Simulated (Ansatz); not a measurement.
Input file:

```
crystal:
  periodic: [false, false, false]
  atoms:
    - {symbol: Br, position_ang: [-0.269272, -3.527256, -0.077524]}
    - {symbol: Br, position_ang: [1.354018, 0.148332, -0.406873]}
    - {symbol: Br, position_ang: [0.111599, -1.192223, 3.186831]}
    - {symbol: Cl, position_ang: [-2.433813, -0.320115, 0.370499]}
    - {symbol: Sn, position_ang: [-0.325205, -1.216035, 0.765286]}
basis:
  gaussian: {orbitals: def2-SVPD}
hamiltonian: {xc: {name: PBE0}}
output: {forces: true, orbitals: {seedname: orbitals}}
```

Run with:

```sh
ansatz run input.yaml --threads 2 --pin off --max-ram 6090MiB --events-out events.jsonl --progress --plain --runs-dir runs
```

Geometry: PBE0-D4/def2-SVP; core potentials replace the inner electrons of Sn.

Method: isolated molecule in a Gaussian basis; Kohn-Sham density functional theory, functional PBE0 (Ansatz).

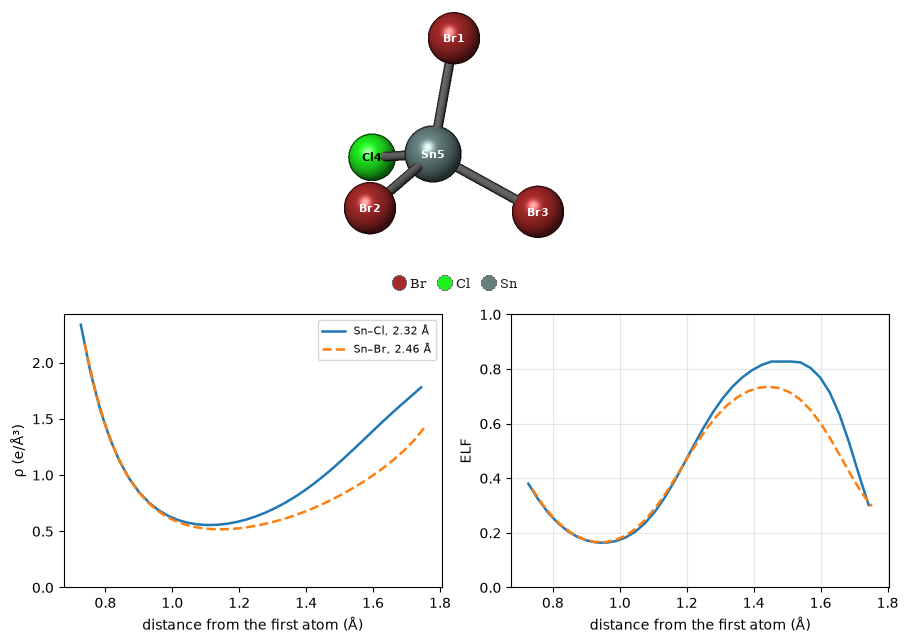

Br$_{3}$ClSn (SMILES [Cl][Sn]([Br])([Br])[Br]). Electron density and ELF along straight lines between neighbouring atoms. The curves leave out the atomic cores. The structure is drawn too.

**Compare the contacts.**

Sn–Cl (2.32 Å): the density is about 0.57 e/Å³ at the midpoint; the ELF peaks at about 0.85 in the valence shell of Cl, 0.9 Å from its nucleus, and drops to about 0.15 between the two atoms.
Sn–Br (2.46 Å): the density is about 0.54 e/Å³ at the midpoint; the ELF peaks at about 0.75 in the valence shell of Br, 1.0 Å from its nucleus, and drops to about 0.15 between the two atoms.
